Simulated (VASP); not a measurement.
Band structure of Ta2N (relaxed from the layer:CdI2 structure). Method: r2SCAN meta-GGA, VASP's PBE PAW potentials (set 64) (plane waves; VASP).

The cell holds a wide vacuum, so values per volume refer to the whole cell.  Unless said otherwise, spin-orbit coupling is left out, though it shifts the bands of the heavy elements here.

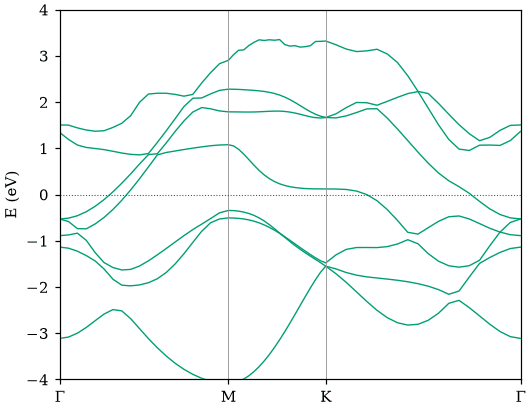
Fig. 1. Bands along high-symmetry lines, zero at the valence-band maximum or, without a gap, the Fermi level

Task: Read the plot: is there a gap, and where are the band edges?

Result: It has no gap at this level: it comes out as a metal or semimetal.

The cell is a sheet with vacuum, built from a generated structure.
